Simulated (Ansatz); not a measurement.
Input file:

```
crystal:
  periodic: [false, false, false]
  atoms:
    - {symbol: F, position_ang: [-0.069500, -1.113254, -0.226469]}
    - {symbol: O, position_ang: [0.955633, 1.296929, -0.677996]}
    - {symbol: Si, position_ang: [-0.576671, 0.353842, -0.555213]}
    - {symbol: Si, position_ang: [2.238776, 1.606799, 0.614212]}
    - {symbol: H, position_ang: [-1.117833, 0.494305, -1.911819]}
    - {symbol: H, position_ang: [-1.255343, 0.973209, 0.585637]}
    - {symbol: H, position_ang: [1.235294, 1.503469, -1.593426]}
    - {symbol: H, position_ang: [1.409490, 1.376244, 1.819147]}
    - {symbol: H, position_ang: [2.611271, 3.015026, 0.333047]}
basis:
  gaussian:
    orbitals: def2-TZVPD
output: {forces: true, orbitals: {seedname: orbitals}}
total_charge: 1
hamiltonian:
  xc: {name: PBE0}
magnetization:
  spin_polarized: true
  initial_magnetization: 1
```

Run with:

```sh
ansatz run input.yaml --threads 1 --pin off --max-ram 2610MiB --events-out events.jsonl --progress --plain --runs-dir runs
```

Geometry: B3LYP/6-31G*.

All numbers below come from isolated molecule in a Gaussian basis; Kohn-Sham density functional theory, functional PBE0 in Ansatz 0.2.0.

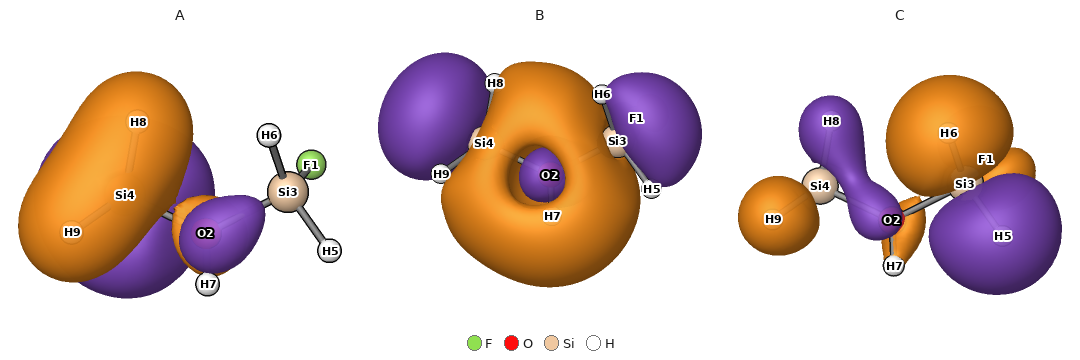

FH5OSi2 (SMILES F[SiH2][OH+][SiH2]) (charge +1, doublet). Three frontier orbitals at ±0.06 Å⁻³ᐟ² (orange and purple are the two phases), in no order.

Question: Order the three orbitals by energy and name them. All are α orbitals.

Answer: C is the HOMO−1 (α) (−15.24 eV). Its weight (Hirshfeld) is mainly on Si3 (about 30 %), H6 (about 20 %), H5 (about 20 %) and F1 (about 15 %). A is the HOMO (α) (−12.12 eV). Its weight (Hirshfeld) is mainly on Si4 (about 75 %), H9 (about 10 %), H8 (about 5 %) and O2 (about 5 %). B is the LUMO (α) (−6.38 eV). By Hirshfeld shares it lies mainly on Si4 (about 45 %), Si3 (about 15 %), H7 (about 10 %) and O2 (about 10 %).

Question: What is the gap between the highest occupied and lowest empty α orbitals?

Answer: 5.74 eV between the orbital energies.
